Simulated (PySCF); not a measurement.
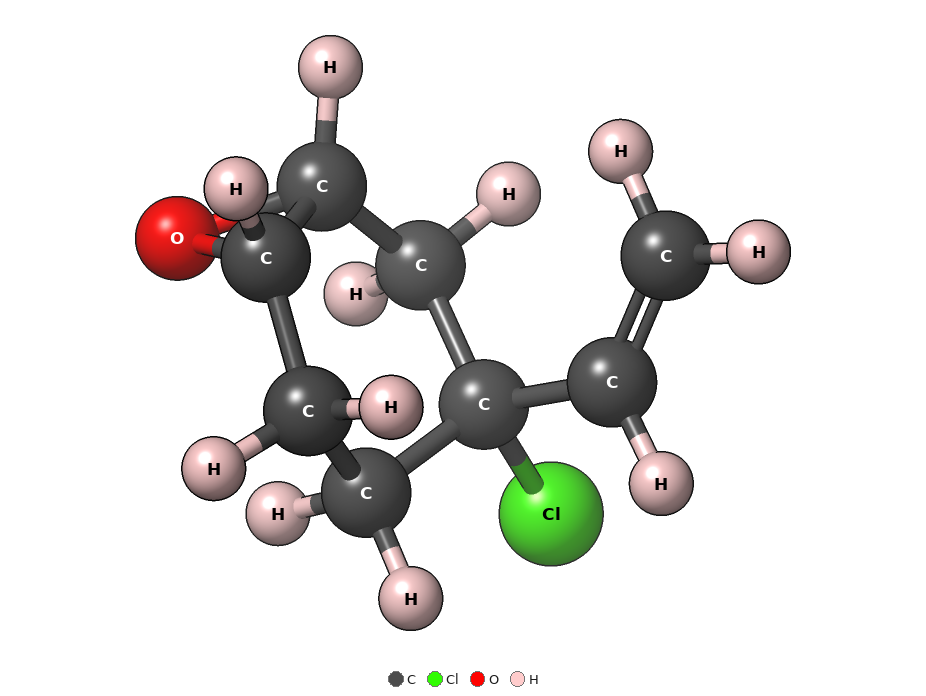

Ball-and-stick drawing of a structure.

The geometry was computed by an optimisation with PBE0-D3(BJ)/def2-SVP. No frequency run is at hand to confirm it as a minimum.

What does the picture show?

It has 21 atoms: 8 carbon, 11 hydrogen, 1 chlorine and 1 oxygen (C₈H₁₁ClO). As SMILES it reads `C=C[C@@]1(Cl)CC[C@@H]2O[C@@H]2C1`. Independent rings (smallest set): 1 of 3 members, 1 of 6 members. Among its groups: ether, alkene, C–Cl bond. The point group is C1. Coordination, clear cases only: 2 C trigonal planar; 4 C tetrahedral.

The parts below concern this one geometry. Atoms keep their numbers from picture to picture.

## Electronic properties

No frequency run is at hand to confirm it as a minimum. Properties computed with PBE0/pcSseg-1 in chloroform (IEF-PCM) (PySCF 2.14.0).

**Give the HOMO–LUMO gap at this level.**

7.37 eV.

**Estimate the dipole moment.**

3.52 D.

**Give the HOMO energy (Kohn–Sham orbital) at this level.**

−7.76 eV.

## Charges

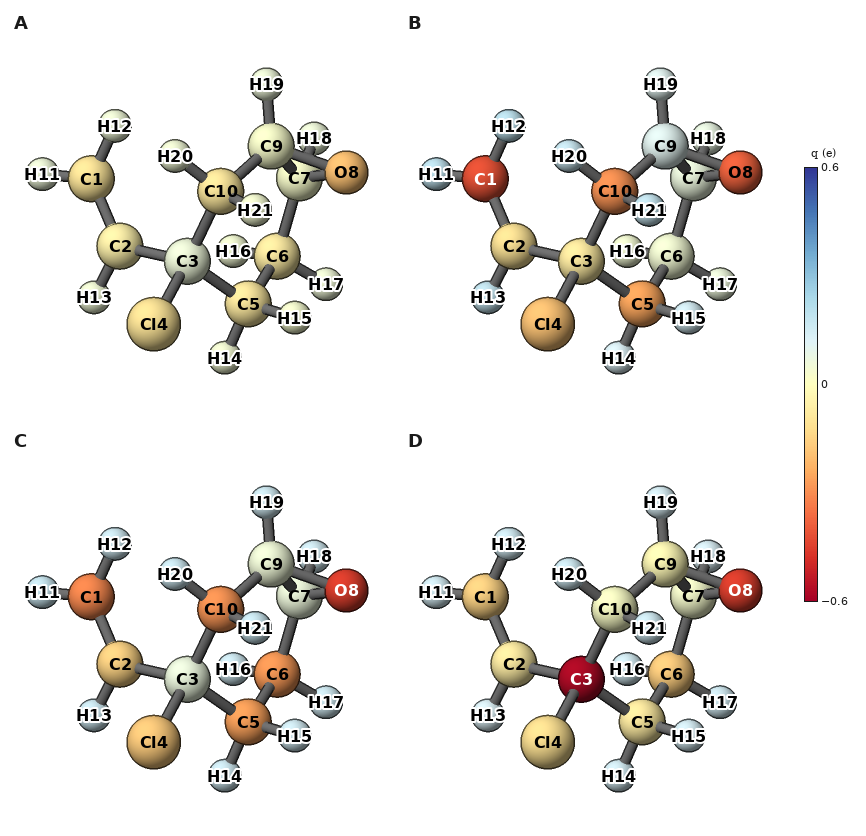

Atomic charges of one calculation by 4 schemes, on one colour scale. No frequency run is at hand to confirm it as a minimum. Level of theory: PBE0/pcSseg-1 in acetonitrile (IEF-PCM) (PySCF 2.14.0).

**The schemes are ESP-fitted, Hirshfeld, IAO, Mulliken. Which panel shows which?**

A Hirshfeld, B ESP-fitted, C IAO, D Mulliken.

List the charges (e), one line for each set of equivalent atoms.

| atom | Hirshfeld | ESP-fitted | IAO | Mulliken |
| --- | --- | --- | --- | --- |
| C1 | −0.09 | −0.41 | −0.31 | −0.15 |
| C2 | −0.05 | −0.10 | −0.15 | −0.07 |
| C3 | 0.06 | −0.07 | 0.07 | −0.57 |
| Cl4 | −0.10 | −0.19 | −0.17 | −0.11 |
| C5 | −0.08 | −0.25 | −0.26 | −0.07 |
| C6 | −0.07 | 0.04 | −0.27 | −0.16 |
| C7 | 0.03 | 0.07 | 0.06 | 0.03 |
| O8 | −0.19 | −0.38 | −0.45 | −0.45 |
| C9 | 0.03 | 0.11 | 0.05 | −0.02 |
| C10 | −0.08 | −0.29 | −0.28 | 0.02 |
| H11 | 0.06 | 0.19 | 0.17 | 0.14 |
| H12 | 0.05 | 0.20 | 0.15 | 0.15 |
| H13 | 0.05 | 0.18 | 0.16 | 0.13 |
| H14 | 0.04 | 0.13 | 0.15 | 0.14 |
| H15 | 0.04 | 0.14 | 0.15 | 0.14 |
| H16 | 0.04 | 0.04 | 0.15 | 0.14 |
| H17 | 0.05 | 0.06 | 0.15 | 0.15 |
| H18 | 0.06 | 0.08 | 0.15 | 0.13 |
| H19 | 0.06 | 0.10 | 0.15 | 0.13 |
| H20 | 0.05 | 0.17 | 0.16 | 0.15 |
| H21 | 0.04 | 0.17 | 0.16 | 0.15 |

## NMR shielding

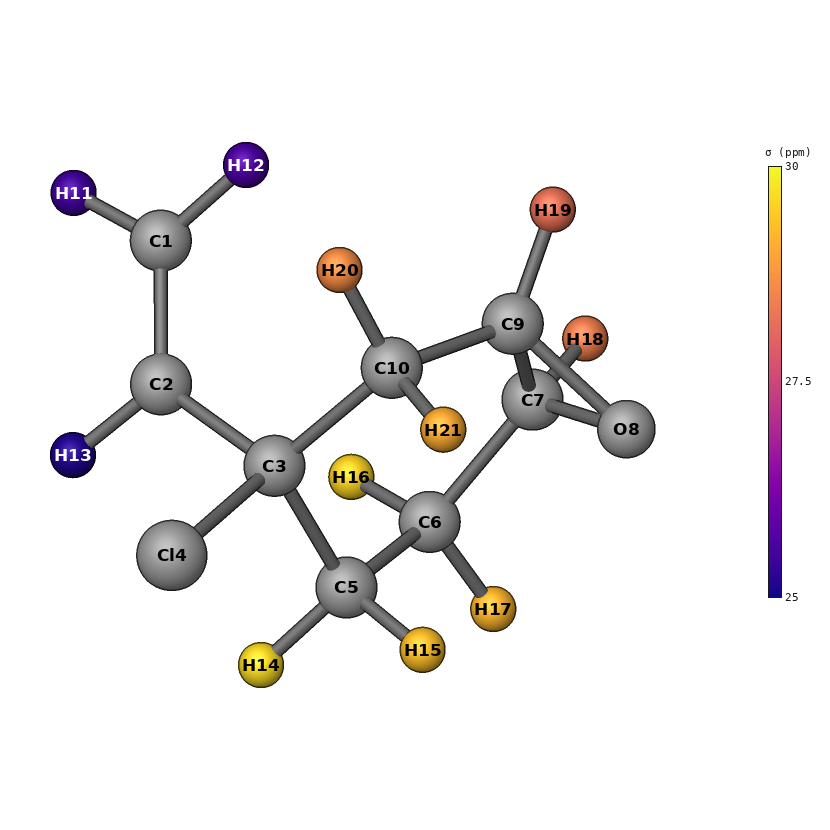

Atoms are coloured by their isotropic NMR shieldings (H only, the others grey). No frequency run is at hand to confirm it as a minimum. Level of theory: GIAO PBE0/pcSseg-1 NMR shielding, non-relativistic, IEF-PCM acetonitrile (PySCF 2.14.0).

Give the isotropic NMR shieldings of the H atoms atom by atom.

```csv
atom,σ (ppm)
H11,25.52
H12,25.63
H13,25.17
H14,29.66
H15,29.32
H16,29.56
H17,29.22
H18,28.43
H19,28.23
H20,28.63
H21,29.07
```

Mulliken values depend strongly on the basis set and can even reverse the polarity of a bond.
